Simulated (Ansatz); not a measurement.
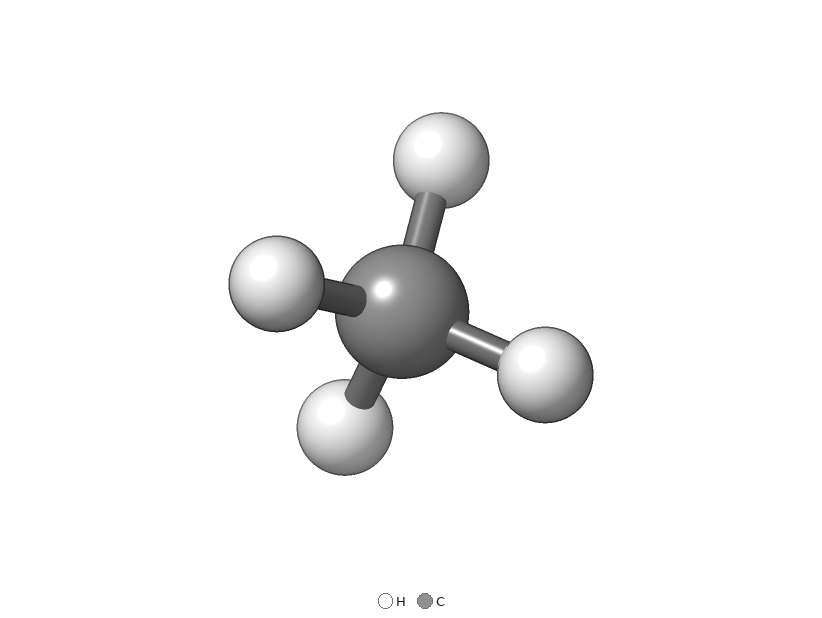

The picture shows a molecular structure as a ball-and-stick model.

The geometry was computed by an optimisation with PBE0-D4/def2-TZVP.

Which formula does it have?

Answer. CH4, 5 atoms: 1 carbon and 4 hydrogen.

Which point group does it belong to?

Answer. Td.

How many sets of symmetry-equivalent atoms are there?

Answer. 2: 4 H, 1 C.

The parts below concern this one geometry. Atoms keep their numbers from picture to picture.

## Shape

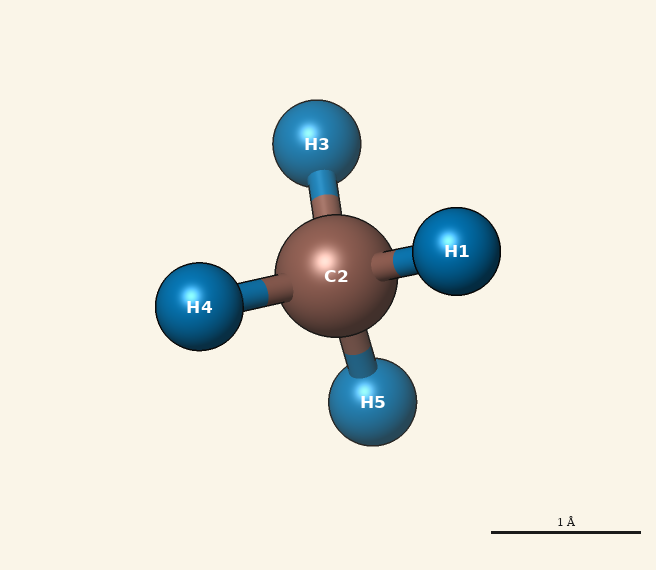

Atoms carry their numbers in the input.

How are the neighbours of atom 2 arranged?

Answer. C2 has 4 neighbours (H1 at 1.09, H3 at 1.09, H4 at 1.09, H5 at 1.09 Å); the arrangement is tetrahedral.

## Vibrations

Harmonic vibrations computed with RKS PBE0-D4/def2-TZVP (Ansatz 0.2.0) at a stationary point of the same level.

List the wavenumbers.

Answer. 9 modes: 1326, 1326, 1327, 1551, 1551, 3047, 3168, 3168, 3168 cm⁻¹.

## Charges

The questions are on Mulliken charges. Properties computed with RKS PBE0-D4/def2-TZVP (Ansatz 0.2.0).

Give the Mulliken charges atom by atom.

```
atom  value (e)
  H1       0.13
  C2      −0.53
  H3       0.13
  H4       0.13
  H5       0.13
```

## Thermal motion

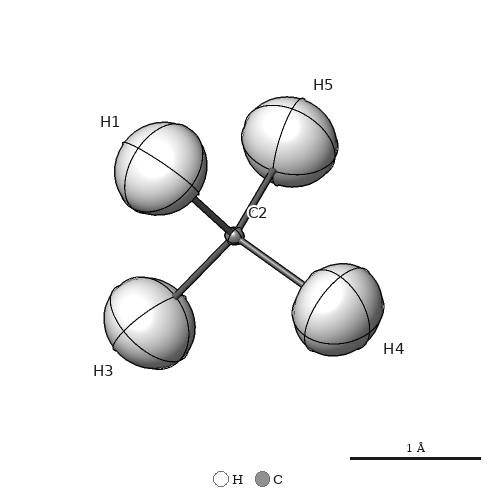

Displacement ellipsoids at the 50 % level, enlarged 3 times, from the internal vibrations of the free molecule (harmonic, no overall translation or rotation; no half-axis is drawn under 0.075 Å). Vibrations computed with RKS PBE0-D4/def2-TZVP (Ansatz 0.2.0). Temperature: 298 K.

Which atom has the largest mean-square displacement?

Answer. H1, H3, H4, H5, with U_eq = 0.0061 Å².

List U_eq and the three principal root-mean-square amplitudes for each kind of atom.

```csv
atom,U_eq (Å²),rms amplitudes (Å)
"H1, H3, H4, H5",0.0061,"0.071, 0.082, 0.082"
C2,0.00021,"0.014, 0.014, 0.014"
```

Mulliken values depend strongly on the basis set and can even reverse the polarity of a bond.
